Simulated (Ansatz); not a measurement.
**Fields on a plane of SiO2 (rutile)**

```
CELL_PARAMETERS angstrom
      4.19456     0.00000     0.00000
      0.00000     4.19456     0.00000
      0.00000     0.00000     2.67844
ATOMIC_POSITIONS crystal
  Si 0.00000 0.00000 0.00000
  Si 0.50000 0.50000 0.50000
  O  0.30606 0.30606 0.00000
  O  0.80606 0.19394 0.50000
  O  0.19394 0.80606 0.50000
  O  0.69394 0.69394 0.00000
```

The slice is a (010) plane (indices of the conventional cell) through the point (0.194, 0.806, 0.500) (fractional), spanned by u = [001] and v = [100] in vectors of this cell: u (2.68 Å) and v (4.19 Å, at 90° to u). It covers one period; positions are fractions (u, v).

Atoms on it: O at (0.00, 0.00). Other atoms lie within 1 Å of the plane.

Computed with PBEsol (plane waves to 420 eV, PAW, scalar-relativistic; Ansatz, a first-principles code). k mesh 8×8×12. Near the nuclei the fields are pseudised (PAW); where an atom keeps semicore shells as valence, they peak there. SiO2 was relaxed with its symmetry unable to fall.

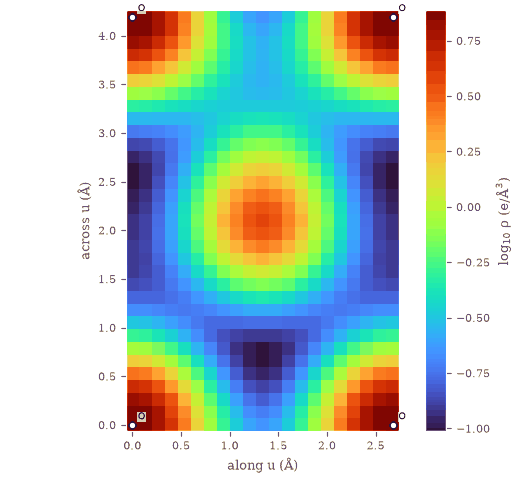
Figure. Log₁₀ of the valence density in e/Å³, one period of the plane, atoms marked. The scale is logarithmic, as a density can span decades between atoms and voids.

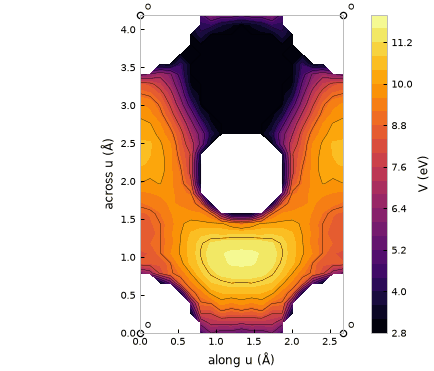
Figure. Electrostatic potential energy of an electron, from the cell's mean, in eV, one period of the plane, atoms marked. Points within 0.7 Å of a nucleus are left white, as the pseudised field means little there. Values under 3 eV are set to 3. The zero, the cell's mean, hangs on the PAW cores.
